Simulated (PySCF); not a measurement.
**B₃H₅N₃ (SMILES [B]1NBNBN1) (charge +1): density, localisation and related maps**

Input file:

```
{"job": {"kind": "nmr", "xc": "PBE0", "basis": "pcSseg-2"}, "charge": 1, "multiplicity": 1}
N     -1.413609     0.813162    -0.075776
B     -0.411326     0.792422     1.024437
N      0.748909    -0.003491     0.807050
B      1.072602    -0.786654    -0.337065
N      0.079276    -0.775589    -1.445164
B     -0.911339     0.022336    -1.030542
H     -2.268444     1.355717    -0.004930
H     -0.630603     1.432245     2.010531
H      1.431078    -0.014026     1.562577
H      2.066869    -1.438660    -0.464595
H      0.227711    -1.306938    -2.296836
```

Launched as:

```sh
OMP_NUM_THREADS=1 python cluster_run.py task.json out
```

Geometry: PBE0-D3(BJ)/def2-SVP.

Theory: PySCF, PBE0/pcSseg-2, SCF density, gas phase, non-relativistic.

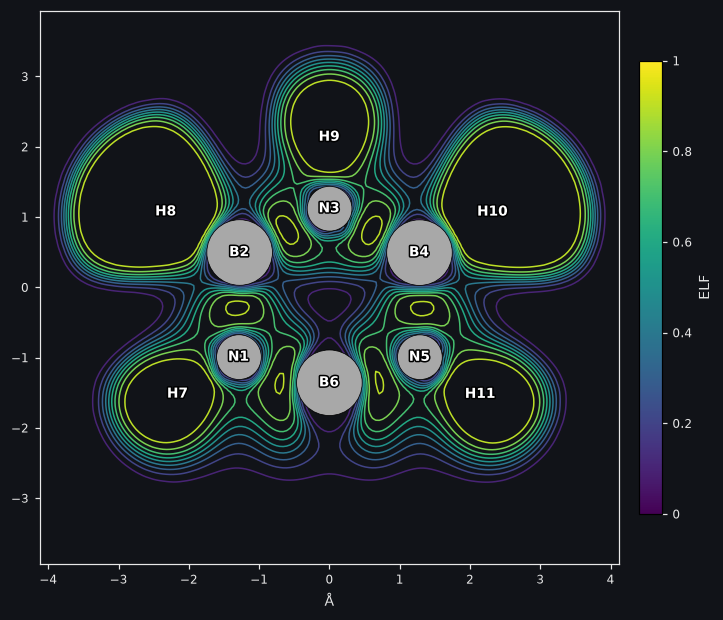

Figure 1. ELF on the molecular plane. Grey discs cover the atomic cores.

Describe what can be read from this map.

- Atoms in the plane: N, B and H.
- B–N (1.34 Å): the ELF peaks at about 0.90 between the atoms: a polar covalent bond.
- N–H (1.01 Å): the ELF climbs to about 1 towards the hydrogen, as it does in any bond to H (an ordinary covalent bond to hydrogen).
- B–N (1.42 Å): the ELF peaks at about 0.95 between the atoms: a polar covalent bond.
- B–N (1.49 Å): the ELF peaks at about 0.90 between the atoms, as expected for a polar covalent bond.
- B–H (1.20 Å): the ELF climbs to about 1 towards the hydrogen: an ordinary covalent bond to hydrogen.

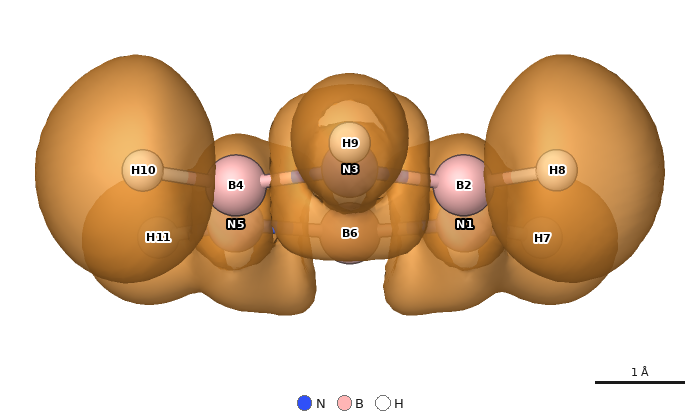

Figure 2. Isosurface of the electron localisation function at 0.75 (orange), seen from one side. Only the valence region is drawn (cores and ρ < 0.01 e/Å³ removed).

Where are the electrons localised?

At this value the surface marks out two regions around hydrogen nuclei, two joined regions spread over several atoms (B, H, N), in which their bonds and any lone pairs are merged and one joined region spread over several atoms (H, N), in which their bonds and any lone pairs are merged.

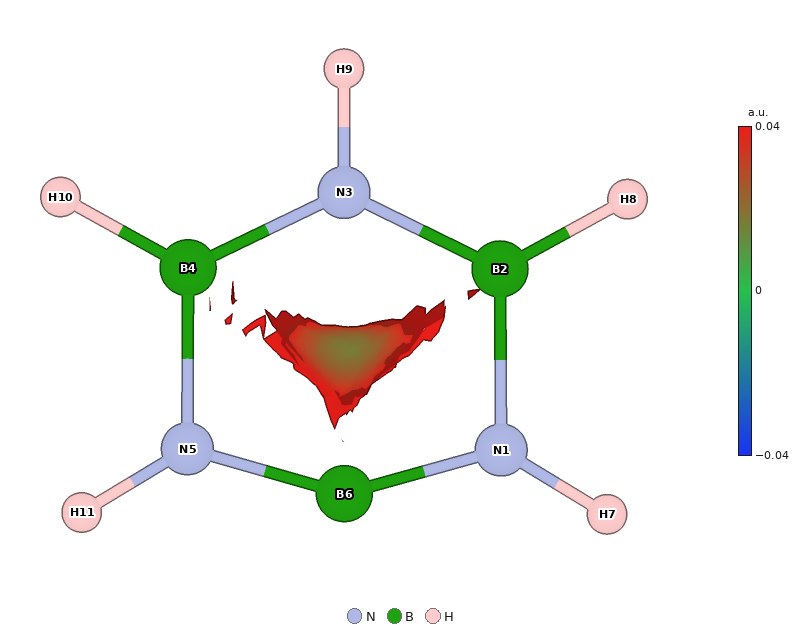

Figure 3. Non-covalent interaction (NCI) plot: the surface where the reduced density gradient is 0.6, for densities under 0.05 a.u., coloured by sign(λ₂)ρ; seen across its widest extent.

Which non-covalent interactions does the plot reveal?

Near B6, N3 and B4: mostly steric crowding (olive to red).
